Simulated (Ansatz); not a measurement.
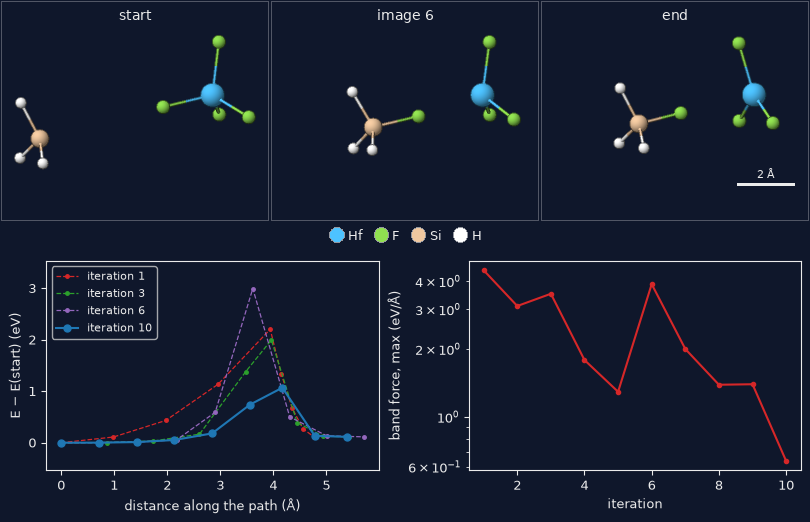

NEB run on HfSiH₃F₄ (multiplicity 2), made up at the start of HfF4 and SiH3. Images are numbered from 0 (start) to 8 (end). The plot follows the band through its iterations. Style: ball-and-stick. Shown at a tilt.

These are results of UHF/def2-SVP (Ansatz 0.2.0), not measurements. Run with 7 movable images; climbing image; force threshold 0.03 eV/Å; iteration limit 10; starting path through a guess of the saddle point.

### Judge this run.

The result isn't final. The band hadn't converged when the run stopped after 10 iterations. The largest component of the band force went from 4.5 to 0.64 eV/Å. The barrier read from it is provisional: over the last two iterations the highest image moved from 1.74 eV to 1.07 eV. The iteration limit was low. The first iteration put the highest image at 2.20 eV. The highest point, image 6, lies 1.07 eV above the start and 0.95 eV above the end; the end is at +0.11 eV relative to the start.

Limits of the set-up: the start holds two separate molecules, 4.8 Å apart at their closest, whose relative position is a soft coordinate and is computed without a dispersion correction; Hartree-Fock leaves out electron correlation.

Cost: 54 s on 4 threads of AMD EPYC 9R45 96-Core Processor (Zen 5), on a shared host, peak memory 0.42 GiB.
